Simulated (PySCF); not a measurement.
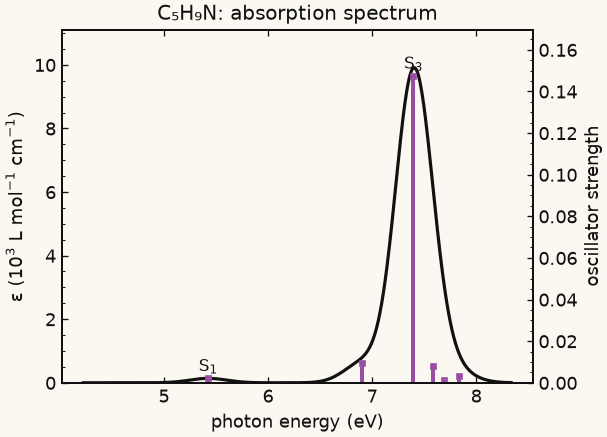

Computed absorption of C₅H₉N, SMILES C[C@@H]1CC=NC1. Vertical TDDFT excitations, PBE0/def2-SVPD, PySCF 2.14.0, at a GFN2-xTB geometry (no frequency check), gas phase. The lowest 6 singlet states are shown; each is broadened by a Gaussian of 1/e half-width 0.25 eV. Sticks give oscillator strengths (right axis).

Which of the computed transitions is the brightest, and what character does the calculation give it?

S3 at 7.40 eV (168 nm), f = 0.148, mainly HOMO−1 → LUMO (88 %).

Where is the lowest singlet, and is it bright?

S1 lies at 5.43 eV (229 nm) with f = 0.002, mainly HOMO → LUMO (99 %); it is dark or nearly so.

Does any vertical transition fall in the visible?

No singlet lies below 3.1 eV (beyond 400 nm), so at this level no vertical transition falls in the visible.

Known limits of this run: states above the negative HOMO energy depend on the basis; the tight-binding geometry is rougher than a DFT one and adds to the error; core orbitals are frozen in the response.
